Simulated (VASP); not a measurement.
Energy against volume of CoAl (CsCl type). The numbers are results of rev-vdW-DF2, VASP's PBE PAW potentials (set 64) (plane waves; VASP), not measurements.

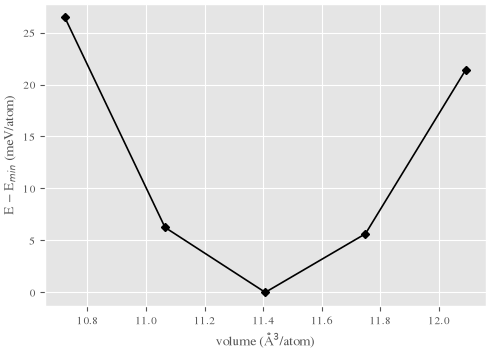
*Energy against volume*

Question: Estimate the equilibrium volume and the bulk modulus.

Answer: The minimum lies near 11.4 Å³/atom, and the curvature gives B0 of about 190 GPa.

Measured: bulk modulus 162 GPa (computed value off by +14.3 %), a 2.861 Å (computed value off by -0.9 %), as given by Yamada et al., (2019), arXiv:1910.09660. The calculation is for a static lattice, while the measured bulk modulus, a hold thermal and zero-point effects, which are part of the difference.

The compound is CoAl in the CsCl type structure. It was relaxed first. The run is not spin-polarised, so no magnetic state was tried.
